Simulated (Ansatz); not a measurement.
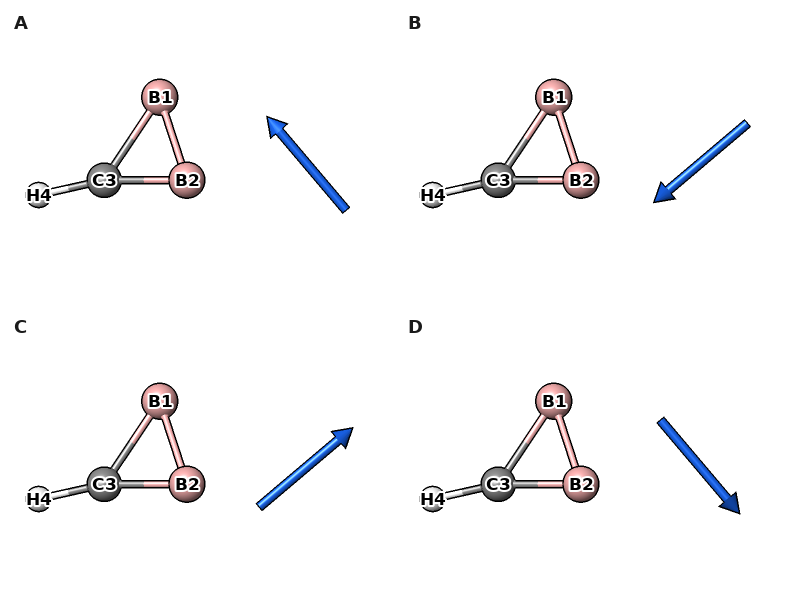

The same molecule four times, each with an arrow. State: neutral, doublet. The computed structure is the end point of a PBE-D4/def2-SVP optimisation. No frequency run is at hand to confirm it as a minimum. Properties computed with UKS PBE-D4/def2-SVP (Ansatz 0.2.0).

Which arrow points along the dipole moment, from the negative to the positive end?

Answer. B. The dipole moment is 1.30 D; it points from the side of B1 to the side of H4 (the outermost atoms at the two ends).
